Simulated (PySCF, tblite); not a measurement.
# C₅H₇N₂OS radical: geometry, infrared bands and EPR parameters

Aim: predict the infrared bands and EPR parameters of C₅H₇N₂OS radical (`COC[CH]c1cnsn1`).

Programs: tblite 0.8.0 and PySCF 2.14.0, with density-fitted response routines of our own. Each step states its level of theory. These are calculated values for one molecule in the gas phase, unless marked as measured. Atoms count from 0, in the outputs and in this text.

## Step 1: The starting structure

16 atoms, charge 0, multiplicity 2; geometry from: force field or distance geometry start.

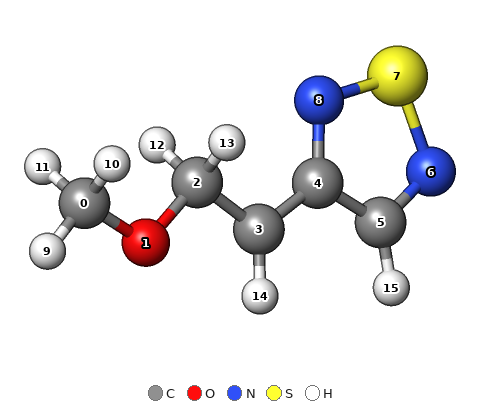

The starting geometry (carbon grey, oxygen red, nitrogen blue, sulfur yellow, hydrogen white), atoms numbered.

## Step 2: Geometry optimisation with GFN2-xTB

What the job is given:

```
{"job": {"kind": "relax", "xc": "GFN2-xTB", "basis": "xTB"}, "charge": 0, "multiplicity": 2}
C     -3.097300     0.408600     0.097200
O     -1.982700    -0.204100    -0.515400
C     -0.749200     0.225100     0.101400
C      0.351400    -0.463400    -0.605900
C      1.683300    -0.203500    -0.167200
C      2.826600    -0.824600    -0.781500
N      4.021600    -0.475200    -0.285700
S      3.667500     0.622900     0.934100
N      1.997100     0.643000     0.815500
H     -4.011800     0.042400    -0.394300
H     -3.165400     0.152100     1.158400
H     -3.061600     1.494600    -0.023200
H     -0.673600     1.315600    -0.013000
H     -0.769000    -0.031400     1.160100
H      0.140200    -1.155600    -1.400100
H      2.815300    -1.537600    -1.578500
```

Started as:

```console
$ OMP_NUM_THREADS=1 python probes_run.py task.json out
```

The driver reads the jobs from task.json and runs them one after another.

Log:

```text
step      E/eV     max force
  0    -744.26932    3.037
  1    -744.48606    1.462
  2    -744.53246    0.422
  3    -744.54731    0.257
  4    -744.55118    0.190
  5    -744.55353    0.112
  6    -744.55464    0.116
  7    -744.55537    0.057
  8    -744.55581    0.054
  9    -744.55623    0.056
 10    -744.55657    0.060
 11    -744.55676    0.033
 12    -744.55688    0.037
 13    -744.55701    0.038
 14    -744.55720    0.060
 15    -744.55741    0.056
 16    -744.55756    0.025
 17    -744.55763    0.020
 18    -744.55767    0.017
 19    -744.55770    0.016
 20    -744.55771    0.008
```

Run time: 0.37 s. Hardware: 1 thread of Intel Xeon at 2.70GHz, shared host.

Step by step:

| step | energy from step 0 (eV) | largest force (eV/Å) |
| --- | --- | --- |
| 0 | 0.0000 | 3.0365 |
| 1 | -0.2167 | 1.4624 |
| 2 | -0.2631 | 0.4216 |
| 3 | -0.2780 | 0.2567 |
| 4 | -0.2819 | 0.1898 |
| 5 | -0.2842 | 0.1125 |
| 6 | -0.2853 | 0.1163 |
| 7 | -0.2861 | 0.0574 |
| 8 | -0.2865 | 0.0540 |
| 9 | -0.2869 | 0.0555 |
| 10 | -0.2872 | 0.0596 |
| 11 | -0.2874 | 0.0333 |
| 12 | -0.2876 | 0.0372 |
| 13 | -0.2877 | 0.0378 |
| 14 | -0.2879 | 0.0598 |
| 15 | -0.2881 | 0.0556 |
| 16 | -0.2882 | 0.0255 |
| 17 | -0.2883 | 0.0204 |
| 18 | -0.2884 | 0.0170 |
| 19 | -0.2884 | 0.0161 |
| 20 | -0.2884 | 0.0077 |

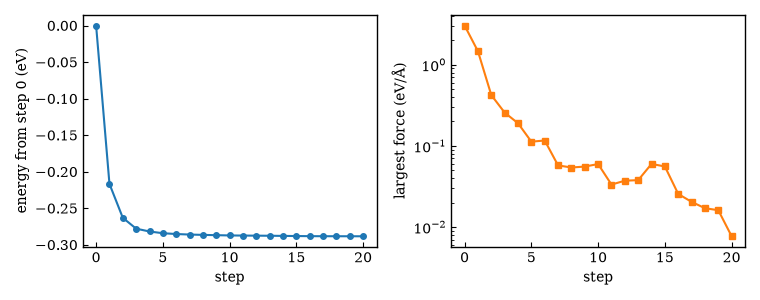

Energy and force, step by step.

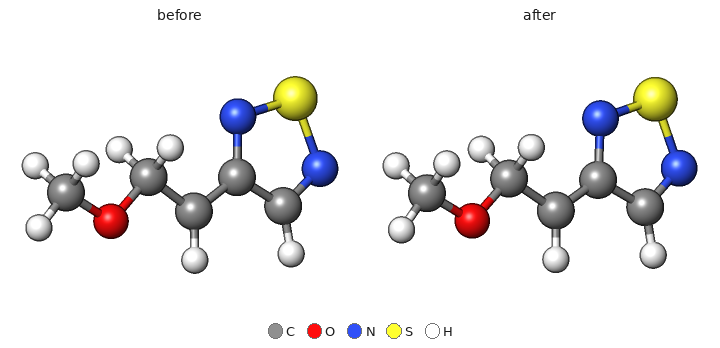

Before and after, at one scale.

Distances of close pairs at the start and the end, largest changes first:

| bond | before (Å) | after (Å) | change (Å) |
| --- | --- | --- | --- |
| S7–N8 | 1.675 | 1.608 | -0.067 |
| C3–C4 | 1.426 | 1.377 | -0.049 |
| C5–N6 | 1.340 | 1.295 | -0.045 |
| O1–C2 | 1.444 | 1.404 | -0.040 |
| N6–S7 | 1.679 | 1.646 | -0.033 |
| C4–N8 | 1.334 | 1.353 | +0.019 |
| C2–H13 | 1.090 | 1.106 | +0.017 |
| C0–H9 | 1.101 | 1.088 | -0.013 |

The end geometry stands in the next job.

## Step 3: Vibrational analysis with GFN2-xTB

What the job is given:

```
{"job": {"kind": "ir", "xc": "GFN2-xTB", "basis": "xTB"}, "charge": 0, "multiplicity": 2}
C     -3.105499     0.408345     0.095933
O     -1.983065    -0.193997    -0.493499
C     -0.771898     0.218153     0.085766
C      0.367898    -0.453001    -0.578156
C      1.674820    -0.227002    -0.206515
C      2.845686    -0.836946    -0.792854
N      3.962727    -0.455915    -0.258976
S      3.633159     0.625738     0.936853
N      2.032489     0.620517     0.785916
H     -3.977818     0.017548    -0.423644
H     -3.175023     0.162825     1.163193
H     -3.074224     1.499958    -0.011382
H     -0.656059     1.315642     0.007806
H     -0.761533    -0.008936     1.168580
H      0.141222    -1.136613    -1.378075
H      2.839519    -1.547371    -1.599022
```

Log:

```text
mode    cm-1     km/mol
  1      30.2      5.23
  2      74.8      7.32
  3      86.1      1.14
  4     144.2      0.11
  5     225.7      5.02
  6     259.7      0.50
  7     265.4      2.74
  8     330.9      0.31
  9     470.4     29.60
 10     483.1      4.49
 11     610.6      2.53
 12     636.1      2.94
 13     645.1      9.00
 14     699.1     18.23
 15     792.1     38.98
 16     819.5      5.77
 17     882.3     51.85
 18     931.8      2.68
 19     986.3     39.05
 20    1020.0     28.77
 21    1096.2    130.76
 22    1112.7      5.98
 23    1134.1      2.26
 24    1141.6     35.18
 25    1172.1      8.72
 26    1173.1     20.57
 27    1215.2     17.13
 28    1284.3     11.38
 29    1334.4      7.30
 30    1408.3      0.75
 31    1439.5     51.03
 32    1469.3      6.73
 33    1475.7     50.84
 34    1489.7      4.71
 35    1518.6      1.51
 36    2756.4     32.38
 37    2813.8     23.76
 38    2894.9     57.30
 39    2918.1     57.78
 40    3032.7     22.56
 41    3126.4      3.64
 42    3134.7     11.29
```

Run time: 0.83 s. Hardware: 1 thread of Intel Xeon at 2.70GHz, shared host.

The strongest bands and the atoms that carry them (share of the mass-weighted mode):

| cm⁻¹ | km/mol | atoms |
| --- | --- | --- |
| 792 | 39.0 | N6 55 %, C3 14 %, C5 12 % |
| 882 | 51.9 | N8 70 %, S7 14 %, C5 12 % |
| 986 | 39.0 | C2 28 %, O1 19 %, H9 18 %, C0 16 % |
| 1096 | 130.8 | O1 27 %, C0 21 %, H15 16 %, C3 12 % |
| 1440 | 51.0 | H13 42 %, H12 42 % |
| 1476 | 50.8 | C5 43 %, N6 26 %, C4 15 % |
| 2895 | 57.3 | H10 46 %, H11 45 % |
| 2918 | 57.8 | H11 48 %, H10 48 % |

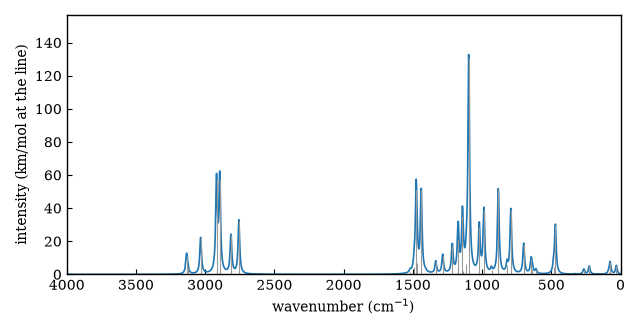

The infrared spectrum from these modes, unscaled. Lines are broadened to a width of 14 cm⁻¹ (Lorentzian).

## Step 4: EPR parameters: B3LYP/pcH-1

Same as in step 3 but for these lines:

```diff
@@ -1,2 +1,2 @@
-{"job": {"kind": "ir", "xc": "GFN2-xTB", "basis": "xTB"}, "charge": 0, "multiplicity": 2}
+{"job": {"kind": "epr", "basis": "pcH-1"}, "charge": 0, "multiplicity": 2}
 C     -3.105499     0.408345     0.095933
```

With the program's defaults for keys left out, this is: UKS B3LYP, pcH-1 on C H N O S, non-relativistic, mean-field spin-orbit, GIAO.

Log:

```text
UKS, coarse grid
  cycle   1  E = -777.51098186  |g| = 4.99e-01
  cycle   2  E = -777.38580871  |g| = 7.58e-01
  cycle   3  E = -777.60381944  |g| = 6.89e-02
  cycle   4  E = -777.60506583  |g| = 4.94e-02
  cycle   5  E = -777.60600324  |g| = 2.06e-02
  cycle   6  E = -777.60620128  |g| = 8.86e-03
  cycle   7  E = -777.60624804  |g| = 3.58e-03
  cycle   8  E = -777.60625863  |g| = 2.57e-03
  cycle   9  E = -777.60626305  |g| = 7.51e-04
UKS, final grid
  cycle   1  E = -777.60626355  |g| = 1.34e-03
  cycle   2  E = -777.60626063  |g| = 2.74e-03
  cycle   3  E = -777.60626459  |g| = 2.57e-04
  cycle   4  E = -777.60626463  |g| = 1.08e-04
  cycle   5  E = -777.60626465  |g| = 1.12e-04
  cycle   6  E = -777.60626466  |g| = 3.47e-05
  cycle   7  E = -777.60626466  |g| = 7.50e-06
E = -777.60626466 Eh   <S^2> = 0.7703 (exact 0.7500)
g shifts (ppm)      1          2          3
  rmc          -178       -178       -178
  gc             -1         32         36
  oz_so         -36        955       3334
  total        -215        809       3192
hyperfine (MHz)  atom isotope    a_iso     a_fc   dipolar eigenvalues
    0   13C      -1.13      -1.13     -0.31     -0.02      0.33
    1   17O       1.54       1.54     -1.08      0.25      0.83
    2   13C     -26.75     -26.76     -1.45      0.46      0.99
    3   13C      58.66      58.82    -58.32    -57.01    115.33
    4   13C     -41.23     -41.26    -20.51      7.32     13.20
    5   13C      11.34      11.34     -8.18     -6.94     15.13
    6   14N      -3.35      -3.35     -6.01      2.82      3.18
    7   33S       4.21       4.51    -17.69    -15.43     33.12
    8   14N      12.73      12.61    -15.02    -14.36     29.38
    9    1H      -0.21      -0.21     -0.63     -0.62      1.25
   10    1H       0.20       0.20     -0.98     -0.83      1.82
   11    1H       0.20       0.20     -0.98     -0.83      1.81
   12    1H      81.01      81.01     -3.92     -2.08      6.01
   13    1H      81.06      81.06     -3.92     -2.09      6.01
   14    1H     -47.23     -47.23    -27.60     -0.72     28.32
   15    1H      -6.41      -6.41     -2.55     -1.80      4.34
```

It took 2.9 min on 1 thread of Intel Xeon at 2.70GHz, shared host; peak memory 1.2 GiB.

Principal g values 2.00210, 2.00313, 2.00551; g(iso) = 2.00358, against 2.00232 for a free electron.

Hyperfine couplings; where a row names several nuclei, a(iso) is their mean (it holds for fast rotation or exchange) and the dipolar term the largest among them:

| nuclei | isotope | a(iso) (MHz) | a(iso) (G, at g = 2.0023) | largest dipolar term (MHz) |
| --- | --- | --- | --- | --- |
| H12, H13 | 1H | 81.0 | 28.9 | 6.0 |
| C3 | 13C | 58.7 | 20.9 | 115.3 |
| H14 | 1H | -47.2 | -16.9 | 28.3 |
| C4 | 13C | -41.2 | -14.7 | -20.5 |
| C2 | 13C | -26.8 | -9.5 | -1.4 |
| N8 | 14N | 12.7 | 4.5 | 29.4 |
| C5 | 13C | 11.3 | 4.0 | 15.1 |
| H15 | 1H | -6.4 | -2.3 | 4.3 |
| S7 | 33S | 4.2 | 1.5 | 33.1 |
| N6 | 14N | -3.4 | -1.2 | -6.0 |
| O1 | 17O | 1.5 | 0.5 | -1.1 |
| C0 | 13C | -1.1 | -0.4 | 0.3 |
| H9, H10, H11 | 1H | 0.1 | 0.0 | 1.8 |

Mulliken spin populations:

C0 0.00; O1 0.00; C2 -0.06; C3 0.73; C4 -0.17; C5 0.10; N6 -0.07; S7 0.15; N8 0.30; H9 0.00; H10 0.00; H11 0.00; H12 0.03; H13 0.03; H14 -0.03; H15 0.00

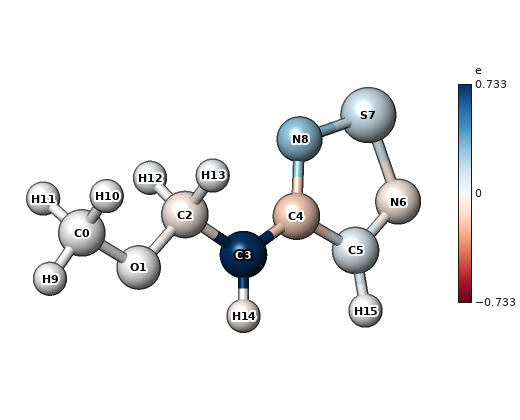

Mulliken spin populations, as colours on the atoms.

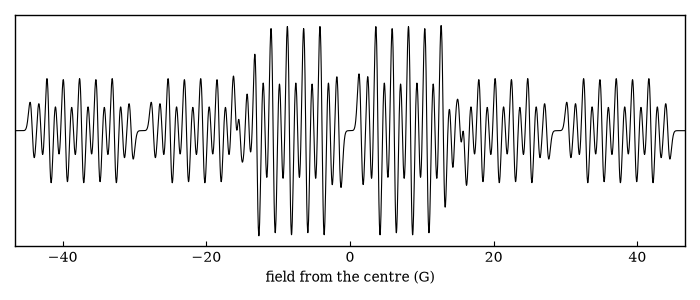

First-order isotropic spectrum (first derivative, main isotopes with spin only, couplings over 0.8 MHz, Gaussian width 0.3 G; couplings of the frozen geometry, rotation of groups not averaged beyond the rows shown).

The fields below are evaluated on a grid from the run's orbitals.

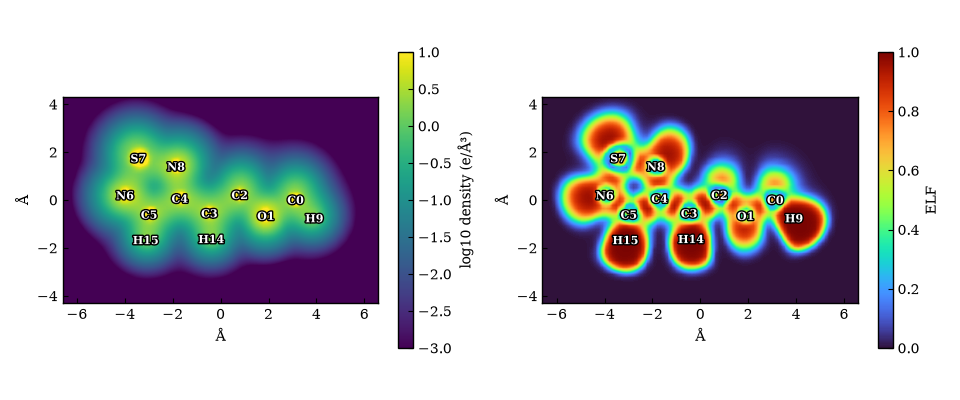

Density (left) and ELF (right) in a plane through or near 12 of the atoms.

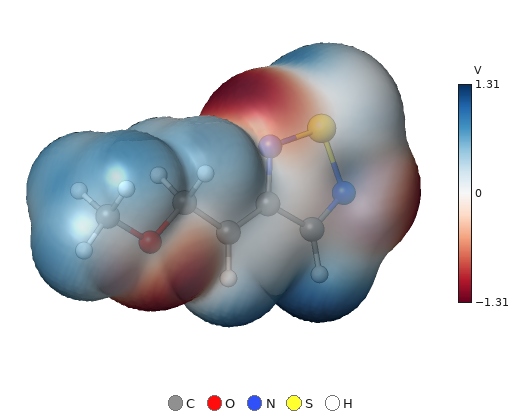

The potential that a unit positive charge feels on the 0.002 e/bohr³ surface, from the 1st to the 99th percentile, from -1.31 V near N6 to 1.28 V near H15.

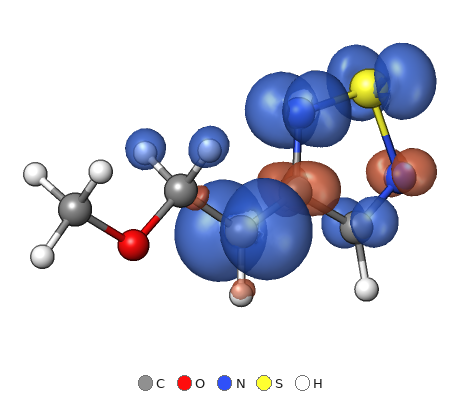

Spin density at ±0.03 e/Å³ (alpha excess blue, beta excess red).

## Step 5: What came out

| quantity | value |
| --- | --- |
| strongest single infrared mode (GFN2-xTB) | 1096 cm⁻¹, 131 km/mol |
| zero-point energy (GFN2-xTB) | 72.2 kcal/mol |
| g(iso) (B3LYP) | 2.00358 |
| ⟨S²⟩ | 0.770 (exact 0.75) |
| largest a(iso) (averaged by class) | 1H on H12, H13, 81.0 MHz |
| surface potential, 1st and 99th percentile | -1.31 V and 1.28 V |

**Reading.** The optimisation took 20 steps and gained 0.288 eV; among the close pairs (by a distance rule), S7–N8 changed most, from 1.675 to 1.608 Å. No mode is imaginary among the 42: a minimum at this level. The strongest single mode, at 1096 cm⁻¹, is spread over several atoms, O1, C0, H15, C3 among them. Unscaled tight-binding wavenumbers are off by several per cent, some by more. Its intensities can rank the bands wrongly. The largest share of the spin, 0.73 e, sits on C3. The isotropic g lies 1.3 ppt above the free-electron value.
